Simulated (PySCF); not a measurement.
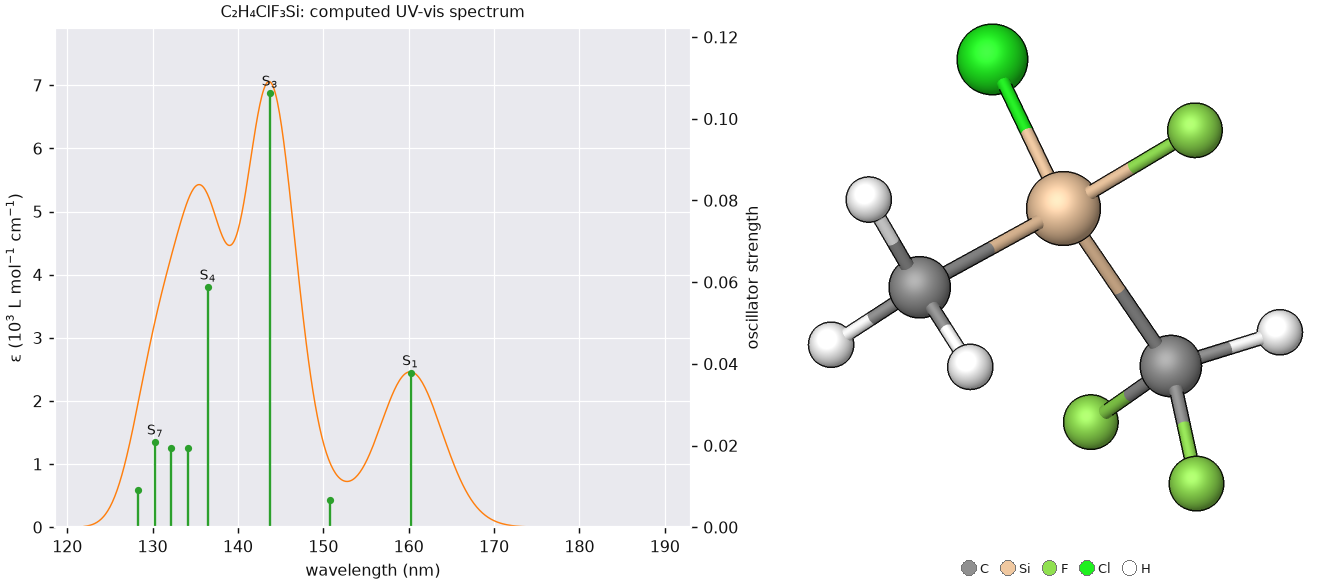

Computed absorption of C₂H₄ClF₃Si, SMILES C[Si@](F)(Cl)C(F)F. Vertical TDDFT excitations, ωB97X-D/def2-SVPD with PySCF 2.14.0, at a GFN2-xTB geometry (no frequency check), gas phase. Only the first 8 singlet excitations are included; each is broadened by a Gaussian of 1/e half-width 0.25 eV. Sticks give oscillator strengths (right axis).

> Where is the maximum of the broadened curve, and how high is it?

At about 8.6 eV (144 nm), with ε near 7100 L mol⁻¹ cm⁻¹.

> Does any vertical transition fall in the visible?

No singlet lies below 3.1 eV (beyond 400 nm), so at this level no vertical transition falls in the visible.

Note: the tight-binding geometry is rougher than a DFT one and adds to the error; one conformer of a flexible molecule; core orbitals are frozen in the response.
